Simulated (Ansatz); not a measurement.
# CH3NO2Si: what the fields show

The calculation's input:

```
crystal:
  periodic: [false, false, false]
  atoms:
    - { symbol: "N", position_ang: [-0.76178, 0.89772, 0.8266] }
    - { symbol: Si, position_ang: [-0.25593, -0.66166, 0.41643] }
    - { symbol: O, position_ang: [-0.57825, -2.006, 1.01268] }
    - { symbol: C, position_ang: [0.90886, -0.4008, -1.08192] }
    - { symbol: O, position_ang: [1.17346, 0.66979, -1.5664] }
    - { symbol: H, position_ang: [-1.39019, 1.11053, 1.58266] }
    - { symbol: H, position_ang: [0.59645, 0.61437, -0.8371] }
    - { symbol: H, position_ang: [1.35552, -1.32197, -1.51074] }
basis:
  gaussian: { orbitals: def2-SVP }
hamiltonian:
  xc: cam_b3lyp
  dispersion: d4
relax:
  f_tol: 0.02
  max_steps: 50
output:
  orbitals: {}
```

Run with:

```sh
ansatz run input.yaml --threads 2 --pin off --max-ram 3072MiB --backend cpu --events-out ev --progress --plain --runs-dir out
```

The fields are those of the relaxed geometry.

All numbers below come from Ansatz 0.2.0, RKS CAM-B3LYP-D4/def2-SVP.

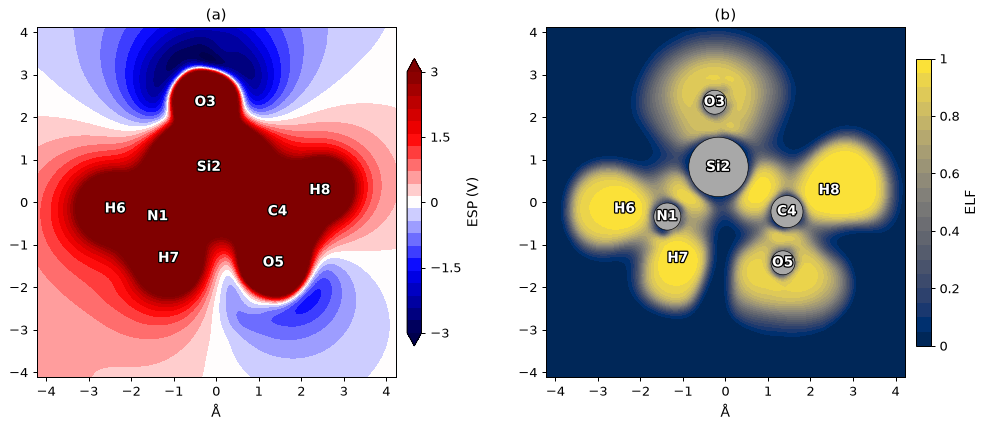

Figure 1. (a) molecular electrostatic potential; (b) ELF on the molecular plane. Grey discs cover the atomic cores in the ELF map.

Describe what can be read from this map.

Answer. Atoms in the plane: N, Si, O, C and H.
C–O (1.21 Å): the ELF peaks at about 0.90 between the atoms; a short, multiple covalent bond.
Si–O (1.52 Å): the ELF peaks at about 0.85 between the atoms: a shared but strongly polarised pair.
Si–N (1.68 Å): the ELF peaks at about 0.95 between the atoms (a shared but strongly polarised pair).
C–Si (1.92 Å): the ELF peaks at about 1 between the atoms; a covalent bond.
N–H (1.01 Å): the ELF climbs to about 1 towards the hydrogen, as it does in any bond to H: an ordinary covalent bond to hydrogen.
The ELF also peaks beside O5 and O3, away from the bonds: lone-pair regions.
Outside the dense part of the molecule the potential is most negative (−3.1 V) near O3.

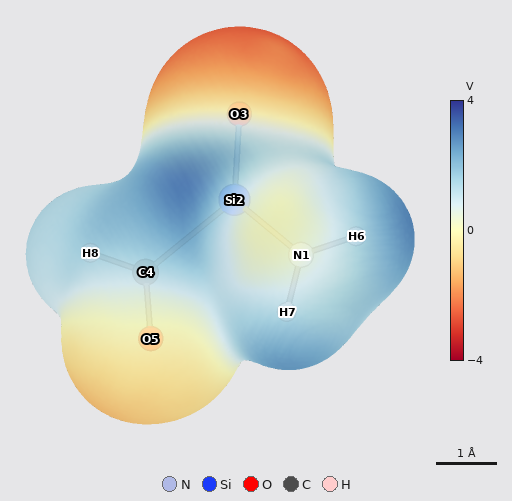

Figure 2. The molecular electrostatic potential painted on the density surface at 0.004 e/bohr³, seen at a tilt; the colour scale runs from red (negative) to blue (positive).

Where is the surface potential most negative and most positive?

Answer. The most negative region (about −2.6 V, or −60 kcal/mol for a unit charge) lies over O3, the most positive (about +3.1 V, or +71 kcal/mol for a unit charge) over Si2. O3 is the likeliest acceptor of a hydrogen bond.

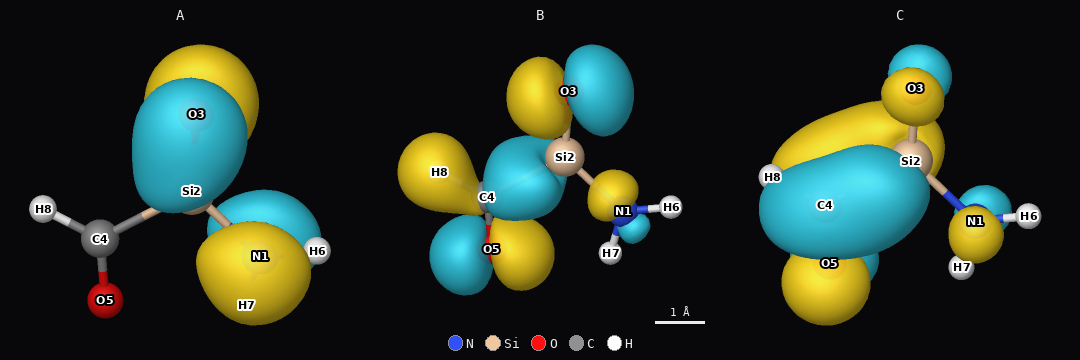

Figure 3. Three frontier orbitals at ±0.1 Å⁻³ᐟ² (yellow and cyan are the two phases), in no order.

Which picture is the HOMO−1, the HOMO and the LUMO?

Answer. A is the HOMO−1 (−9.41 eV). By Hirshfeld shares it lies mainly on O3 (about 55 %) and N1 (about 25 %); it changes sign across the molecular plane (π type); π-antibonding (a node) across N1–Si2. B is the HOMO (−8.76 eV). By Hirshfeld shares it lies mainly on O5 (about 35 %), O3 (about 30 %), C4 (about 15 %), Si2 (about 10 %) and H8 (about 5 %); it is symmetric in the molecular plane (an in-plane orbital: σ, lone-pair or in-plane π type). C is the LUMO (−1.21 eV). By Hirshfeld shares it lies mainly on C4 (about 35 %), O5 (about 30 %), Si2 (about 25 %) and O3 (about 5 %); it changes sign across the molecular plane (π type); π-bonding across Si2–C4; π-antibonding (a node) across C4–O5.

What is the HOMO–LUMO gap?

Answer. 7.55 eV between the orbital energies.
